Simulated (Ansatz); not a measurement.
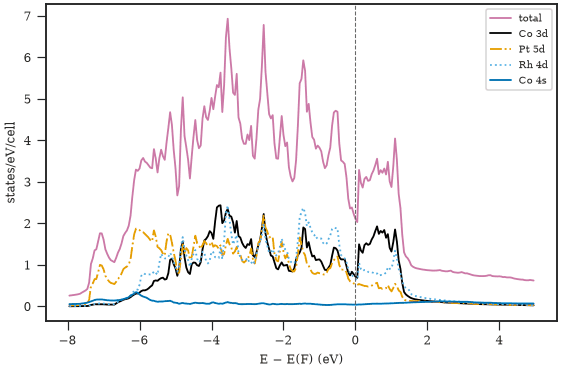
Fig. 1. Total and projected density of states of CoPtRh in space group P3m1 (No. 156; Co on 1a, Pt on 1b, Rh on 1c), the program Ansatz at the r²SCAN level (PAW)

Question: Which orbitals carry the states next to the Fermi level?

Answer: Within 0.5 eV of the Fermi level: Co 3d 39 %, Rh 4d 32 %, Pt 5d 21 %. Projections are on Löwdin-orthogonalised atomic valence shells; empty p or d shells of many metals are not among them.

Question: Where is the tallest occupied peak in this window, and what makes it?

Answer: Near -3.6 eV, about 6.9 states/eV per cell; the largest projected share is Rh 4d.

The start of the workflow was typed in or built on a structure type; neither database checked (COD, Materials Project) lists it. Whether it is the stable phase at ambient conditions was not checked. Symmetry was held in the r²SCAN relaxation; whether a distortion lowers the energy is not shown. The final state is ferromagnetic, chosen from 3 collinear starts compared on coarse meshes (ties went to the first, and starts can fall back to one state), not a proven ground state. Other orbital occupations within this spin state were not tried. Scalar-relativistic: spin–orbit coupling is off unless named, which matters more the heavier the elements.

Potentials: the earlier of the program's two PAW sets.
